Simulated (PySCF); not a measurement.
SMILES [CH2]C=C (C3H5), doublet at its PBE/def2-SVP optimised geometry (Å):

```
8

C      1.3623    -0.5816     0.0000
C     -0.0312    -0.5816     0.0000
C     -0.8391     0.5539     0.0000
H      1.9298     0.3633    -0.0002
H      1.9363    -1.5198     0.0002
H     -0.5380    -1.5641     0.0001
H     -0.3983     1.5641    -0.0001
H     -1.9363     0.4775     0.0000
```

Calculation: unrestricted PBE/def2-TZVP in PySCF.

Map of the deformation density (molecule minus spherical neutral atoms) (e/bohr³) on the plane z = 0.6 Å:

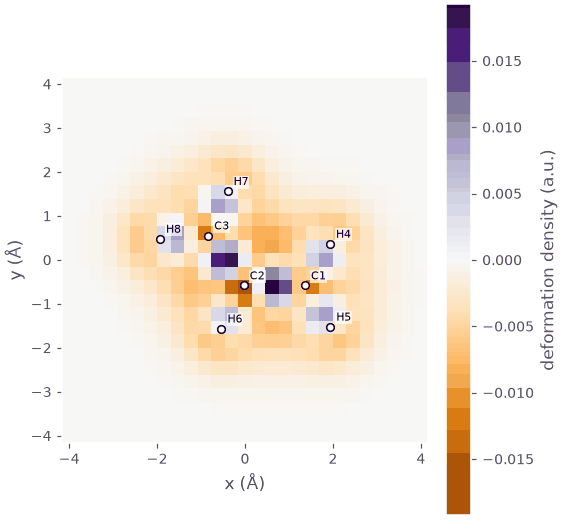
*Deformation density (molecule minus spherical neutral atoms) (e/bohr³) on the plane z = 0.6 Å.*
